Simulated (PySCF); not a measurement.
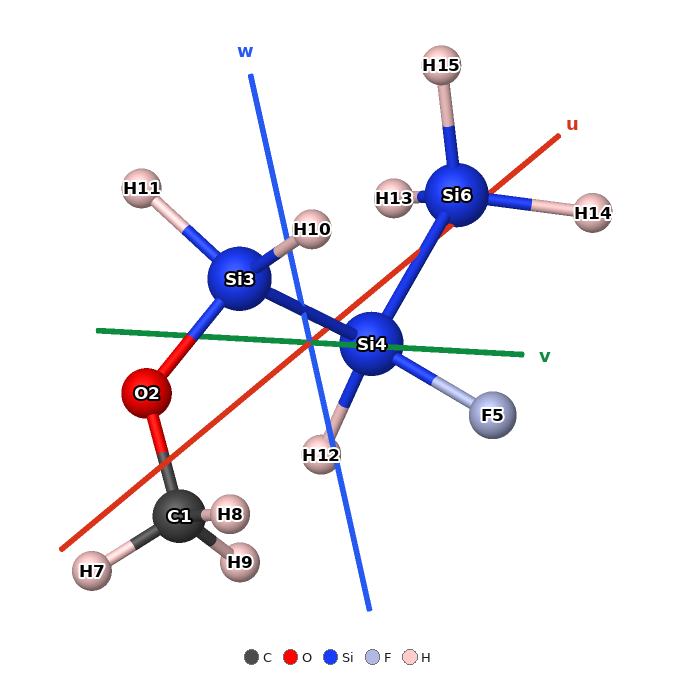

The lines u, v and w are the principal axes of the static dipole polarisability. The computed structure is the end point of a GFN2-xTB optimisation. No frequency run is at hand to confirm it as a minimum. Level of theory: CAM-B3LYP/def2-SVPD (PySCF 2.14.0).

> Along which axis is the molecule most polarisable, and along which least?

Most along u (close to the long direction C1···Si6), least along v.

> Give the three principal values.

u 124.6, v 83.2, w 93.2 bohr³; mean 100.3, anisotropy 37.4 bohr³.

The geometry is semi-empirical. Around Si such bond lengths and angles can be off by a tenth of an ångström or more and by several degrees, and values that hang on the shape move with them.
